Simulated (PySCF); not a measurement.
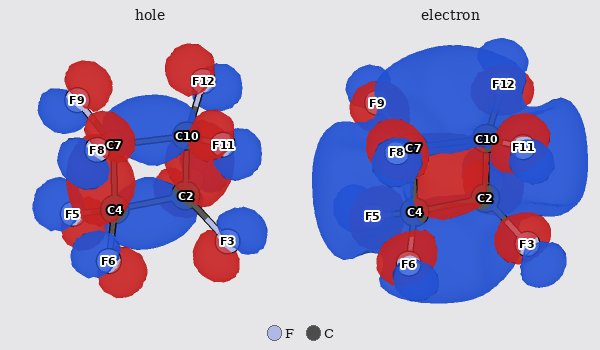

Figure. C4F8, SMILES `FC1(F)C(F)(F)C(F)(F)C1(F)F`. Leading natural transition orbital pair of S₄ (full linear response singlet states); the surfaces enclose about 85 % of each orbital's density.

Level of theory: LC-wPBE/def2-SVP (PySCF), at a geometry from GFN2-xTB. No frequency check shows the geometry to be a minimum. Without diffuse functions Rydberg states are missing, so the states' numbers hold for this basis only.

The calculation's input:

```python
import numpy as np
from pyscf import gto, scf, dft, tdscf
from pyscf.scf import atom_ks, atom_hf
from scipy.linalg import block_diag

def solve(mol, dm0=None, hcore=None):
    mf = (dft.UKS if mol.spin else dft.RKS)(mol, xc='lc_wpbe')
    mf.grids.level = 3
    mf = mf.density_fit(auxbasis='def2-universal-jkfit')
    mf.conv_tol, mf.max_cycle = 1e-8, 80
    if hcore is not None:
        mf.get_hcore = lambda *args: hcore
    mf.kernel(dm0)
    if not mf.converged:
        mf = mf.newton().run(mf.mo_coeff, mf.mo_occ, max_cycle=30)
    assert mf.converged, 'SCF not converged'
    return mf

mol = gto.M(atom='''
F     -1.24259    -1.24254     1.21591
C     -0.78252    -0.78250     0.04930
F     -1.41893    -1.41861    -0.93389
C      0.78252    -0.78250    -0.04930
F      1.41893    -1.41861     0.93389
F      1.24259    -1.24254    -1.21591
C      0.78252     0.78250     0.04930
F      1.41893     1.41861    -0.93389
F      1.24259     1.24254     1.21591
C     -0.78252     0.78250    -0.04930
F     -1.24259     1.24254    -1.21591
F     -1.41893     1.41861     0.93389
''', basis='def2-svp', charge=0, spin=0, verbose=4)
mf = solve(mol)
td = mf.TDDFT()
td.nstates, td.singlet, td.conv_tol = 5, True, 1e-5
td.kernel()
td.analyze()
x, y = np.array([p[0] for p in td.xy]), np.array([p[1] + 0 * p[0] for p in td.xy])
f, mu = td.oscillator_strength(), td.transition_dipole()
nto = [td.get_nto(state=i + 1, verbose=4) for i in range(len(td.e))]
# spherically averaged free atoms, for the promolecule
atm = atom_ks.get_atm_nrks(mol, xc='lc_wpbe')
pro = block_diag(*[(atm[a[0]][2] * atm[a[0]][3]) @ atm[a[0]][2].T for a in mol._atom])
np.savez('result.npz', e=td.e, f=f, ok=td.converged, w=[n[0] for n in nto], nto=[n[1] for n in nto], x=x, y=y, c=mf.mo_coeff, occ=mf.mo_occ, eps=mf.mo_energy, pro=pro, mu=mu)
```

Run with:

```sh
OMP_NUM_THREADS=1 python input.py
```

The run took 19 min on 1 thread of Intel(R) Xeon(R) Platinum 8375C CPU @ 2.90GHz (Ice Lake), with other jobs on the host, peak memory 1.1 GiB.

**Where does the state lie, and where do hole and electron sit?**

10.36 eV (120 nm), f = 0.000 (dark); the leading pair carries 92 %; hole on C2, C4, C7 and C10 (12 % each) and F1, F3, F5, F6, F8, F9, F11 and F12 (7 % each), electron on C2, C4, C7 and C10 (14 % each), F3, F5, F8 and F12 (6 % each) and F1, F6, F9 and F11 (5 % each); their centroids lie 0.0 Å apart. In canonical orbitals it is mainly HOMO → LUMO+1 (92 %). The HOMO–LUMO gap is 13.69 eV.
